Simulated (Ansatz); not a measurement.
# H3S+ (sulfonium): levels of theory compared

We compute a comparison of 6 runs (HF/3-21G, SVWN5/3-21G, SVWN5/6-31G, RPA@PBE/3-21G, MP2/6-31G, UCCSD(T)/6-31G) of H3S+ (sulfonium). 

Program for the calculation: Ansatz 0.2.0.

9 further runs of the same task are left out: 7 that didn't finish, 2 set aside as unsound or not needed.

### 1 The system as given

H3S+: 4 atoms, total charge +1, spin state singlet. SMILES: `[SH3+]`. The H2–S1 distance was set to 2.711 Å, away from the relaxed value. At this shape a bond of the SMILES string is far longer than usual.

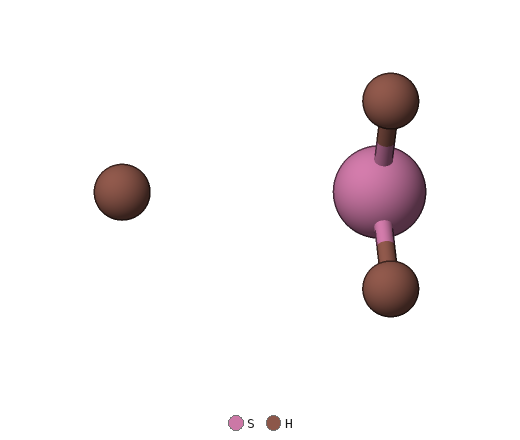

The structure, seen from a chosen angle (sulfur pink, hydrogen brown).

### 2 A single-point energy at HF/3-21G (run 1)

run.yaml

```yaml
crystal:
  periodic: [false, false, false]
  atoms:
    - {symbol: S, position_ang: [-0.244798, -0.482753, -1.626289]}
    - {symbol: H, position_ang: [0.848020, 0.280920, 0.734350]}
    - {symbol: H, position_ang: [-1.040568, -1.419773, -1.055309]}
    - {symbol: H, position_ang: [-1.201918, 0.476077, -1.593779]}
basis:
  gaussian:
    orbitals: 3-21G.json
accuracy: high
hamiltonian:
  xc: hf
total_charge: 1
```

The basis set 3-21G is read from a file made from the Basis Set Exchange's data (not shown).

On the command line:

```sh
$ ansatz run run.yaml --threads 1 --pin off --max-ram 2610MiB --events-out events.jsonl --progress --plain --runs-dir runs
```

Output:

```text
Warning: RAYON_NUM_THREADS=1 ignored (pool sized by the plan → 1); use --threads N
Functional definition: HF
  name "HF"
  exchange = exact_x
  correlation = 0
356 factors; integrals over basis functions are off by at most 3.9e-9 eV
mean field evaluation 1: about -10794.6354 eV, gradient 2.3e1 eV
mean field evaluation 2: about -10794.6336 eV, gradient 2.3e1 eV
mean field evaluation 4: about -10797.3916 eV, gradient 1.5e0 eV
mean field evaluation 8: about -10797.4128 eV, gradient 2.3e-4 eV
mean field -10797.41280598 eV, -396.7976018704 hartree, gradient 1.4e-8 eV, S^2 0.000000; 0 other end points of the search recorded, 0 dependent functions left out
reference -10797.41280598 eV, -396.7976018704 hartree; 9, 9 occupied and 10, 10 virtual orbitals, 356 factors
Total energy: -10797.41280598 eV, -396.7976018704 hartree
```

It took 0.08 s on 1 thread of Arm Neoverse V2, shared host.

### 3 The energy at SVWN5/3-21G (run 2)

molecule.yaml

```yaml
crystal:
  periodic: [false, false, false]
  atoms:
    - {symbol: S, position_ang: [-0.244798, -0.482753, -1.626289]}
    - {symbol: H, position_ang: [0.848020, 0.280920, 0.734350]}
    - {symbol: H, position_ang: [-1.040568, -1.419773, -1.055309]}
    - {symbol: H, position_ang: [-1.201918, 0.476077, -1.593779]}
basis:
  gaussian:
    orbitals: 3-21G.json
total_charge: 1
hamiltonian:
  xc: {name: SVWN5}
accuracy: high
```

The basis set 3-21G is read from a file made from the Basis Set Exchange's data (not shown).

On the command line:

```sh
$ ansatz run molecule.yaml --threads 1 --pin off --max-ram 2610MiB --events-out events.jsonl --progress --plain --runs-dir runs
```

Output:

```text
Warning: RAYON_NUM_THREADS=1 ignored (pool sized by the plan → 1); use --threads N
Functional definition: SVWN5
  name "SVWN5"
  exchange = slater_x
  correlation = vwn5_c
356 factors; integrals over basis functions are off by at most 3.9e-9 eV
mean field evaluation 1: about -10771.9084 eV, gradient 4.0e1 eV
mean field evaluation 2: about -10747.8590 eV, gradient 7.4e1 eV
mean field evaluation 4: about -10765.6233 eV, gradient 4.0e1 eV
mean field evaluation 8: about -10777.4252 eV, gradient 1.0e1 eV
mean field evaluation 16: about -10779.3430 eV, gradient 1.2e-6 eV
mean field -10779.34302103 eV, -396.1335495218 hartree, gradient 1.6e-8 eV, S^2 0.000000; 0 other end points of the search recorded, 0 dependent functions left out
reference -10779.34302290 eV, -396.1335495903 hartree; 9, 9 occupied and 10, 10 virtual orbitals, 356 factors
Total energy: -10779.34302290 eV, -396.1335495903 hartree
```

Wall time 0.44 s (1 thread of Arm Neoverse V2, shared host).

### 4 The energy at SVWN5/6-31G (run 3)

job.yaml

```yaml
crystal:
  periodic: [false, false, false]
  atoms:
    - {symbol: S, position_ang: [-0.244798, -0.482753, -1.626289]}
    - {symbol: H, position_ang: [0.848020, 0.280920, 0.734350]}
    - {symbol: H, position_ang: [-1.040568, -1.419773, -1.055309]}
    - {symbol: H, position_ang: [-1.201918, 0.476077, -1.593779]}
basis:
  gaussian:
    orbitals: 6-31G
total_charge: 1
hamiltonian:
  xc: {name: SVWN5}
accuracy: high
```

On the command line:

```sh
$ ansatz run job.yaml --threads 1 --pin off --max-ram 2610MiB --events-out events.jsonl --progress --plain --runs-dir runs
```

Output:

```text
Warning: RAYON_NUM_THREADS=1 ignored (pool sized by the plan → 1); use --threads N
[... 4 set-up lines as earlier in the session ...]
403 factors; integrals over basis functions are off by at most 4.0e-9 eV
mean field evaluation 1: about -10824.5942 eV, gradient 3.7e1 eV
mean field evaluation 2: about -10800.7128 eV, gradient 7.2e1 eV
mean field evaluation 4: about -10819.3884 eV, gradient 3.9e1 eV
mean field evaluation 8: about -10830.4865 eV, gradient 9.2e0 eV
mean field evaluation 16: about -10832.0624 eV, gradient 1.5e-6 eV
mean field -10832.06235099 eV, -398.0709491632 hartree, gradient 1.8e-8 eV, S^2 0.000000; 0 other end points of the search recorded, 0 dependent functions left out
reference -10832.06235307 eV, -398.0709492398 hartree; 9, 9 occupied and 10, 10 virtual orbitals, 403 factors
Total energy: -10832.06235307 eV, -398.0709492398 hartree
```

It took 0.5 s on 1 thread of Arm Neoverse V2, shared host.

Runs 4 to 5 aren't shown in full; the table further down has their settings and results.

### 5 The energy at UCCSD(T)/6-31G (run 6)

job.yaml, as its differences from that of step 4:

```diff
@@ -8,7 +8,7 @@
 basis:
-  gaussian:
-    orbitals: 6-31G
+  gaussian: {orbitals: 6-31G}
 total_charge: 1
-hamiltonian:
-  xc: {name: SVWN5}
+magnetization: {spin_polarized: true, initial_magnetization: 0}
+correlation: {method: ccsd_t, frozen_orbitals: {H: 0, S: 5}}
 accuracy: high
+scf: {omitted_lower_state_checks: [cluster_reference, increment]}
```

On the command line:

```sh
$ ansatz run job.yaml --threads 1 --pin off --max-ram 2610MiB --events-out events.jsonl --progress --plain --runs-dir runs
```

Output:

```text
Warning: RAYON_NUM_THREADS=1 ignored (pool sized by the plan → 1); use --threads N
[... 13 lines left out ...]
5 core orbitals not correlated: weight in the atoms' cores, before any rotation towards them, 1.000 or more for the frozen orbitals, at most 0.000 for the correlated occupied ones
[... 37 lines left out ...]
WARN: these amplitudes may be one of several solutions (largest doubles amplitude 0.51, level shift 0.00 eV)
Total energy: -10853.41210679 eV, -398.8555382177 hartree
Checks for a lower state left out: cluster_reference, increment
```

It took 0.34 s on 1 thread of Arm Neoverse V2, shared host.

### 6 Overview of the runs

```csv
run,level,frozen core orbitals,energy (Eh),wall time
1,HF/3-21G,–,-396.797602,0.08 s
2,SVWN5/3-21G,–,-396.133550,0.44 s
3,SVWN5/6-31G,–,-398.070949,0.5 s
4,RPA@PBE/3-21G,5,-396.984322,0.9 s
5,MP2/6-31G,5,-398.811522,0.16 s
6,UCCSD(T)/6-31G,5,-398.855538,0.34 s
```

### 7 Summary of results

| quantity | value |
| --- | --- |
| run 6: total energy | -398.85554 Eh |
| run 6: correlation energy (5 core orbitals frozen) | -74.5 mEh |
| run 6: (T) correction | -2.13 mEh |
| run 6: ⟨S²⟩ of the reference determinant | 0.906 |
| run 6: T1 diagnostic | 0.079 |

What this shows: In runs 4, 5 the log says that unrestricted orbitals would lower the reference, so the values rest on an unstable closed-shell determinant (other closed-shell runs at this shape may share the fault). Spin contamination of the reference: run 6 ⟨S²⟩ = 0.91. Where it is this large, the reference is a mixture of spin states, and values that rest on it are in doubt. All runs together took 2.4 s, the longest 0.9 s.
